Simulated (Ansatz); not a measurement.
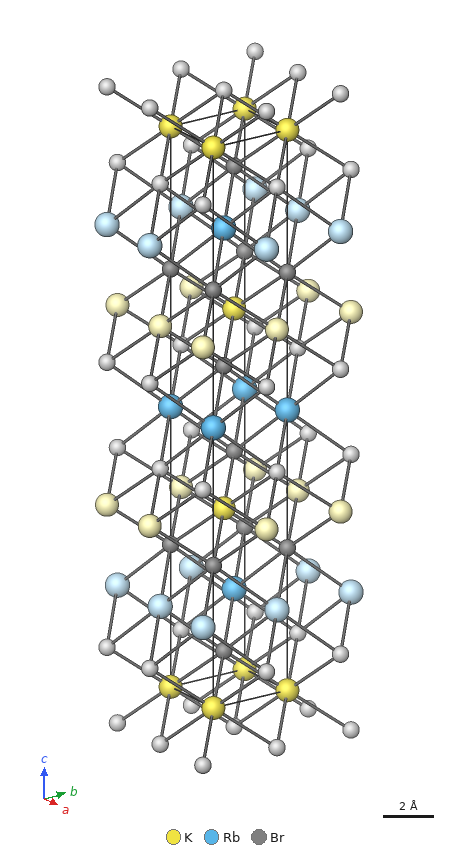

Structure drawing (ball-and-stick), viewed slightly off an axis. The outline marks the conventional unit cell. Atoms just outside the outline that bond to atoms inside are added, in fainter colours.

KRbBr₂, α-NaFeO₂ type, space group R-3m (No. 166), a = 4.778 Å, b = 4.778 Å, c = 23.095 Å, α = 90.00°, β = 90.00°, γ = 120.00°. The starting point was a structure type filled with these elements by a generator (whether the compound takes this form wasn't checked). The cell was then strained or its atoms displaced on purpose. It was the input of a calculation with Ansatz.

This one geometry was computed with Ansatz (DFT, plane waves, PAW) at three levels of theory: r2SCAN, PBE and HSE06. It was relaxed with r2SCAN and then strained.

How does the band gap change with the level of theory?

Answer. PBE: a gap of 4.36 eV, direct; r2SCAN: a gap of 4.98 eV, direct; HSE06: a gap of 5.52 eV, direct.

Collect the results in a table.

Answer.
| level | cutoff (eV) | k-mesh of the run's cell | gap (eV) | pressure (GPa) |
| --- | --- | --- | --- | --- |
| r2SCAN | 500 | 6×6×6 | 4.98 | 0.3 |
| PBE | 420 | 6×6×6 | 4.36 | 0.9 |
| HSE06 | 420 | 4×4×4 | 5.52 | 0.6 |

Gaps are taken on the k-mesh or band path of each run.
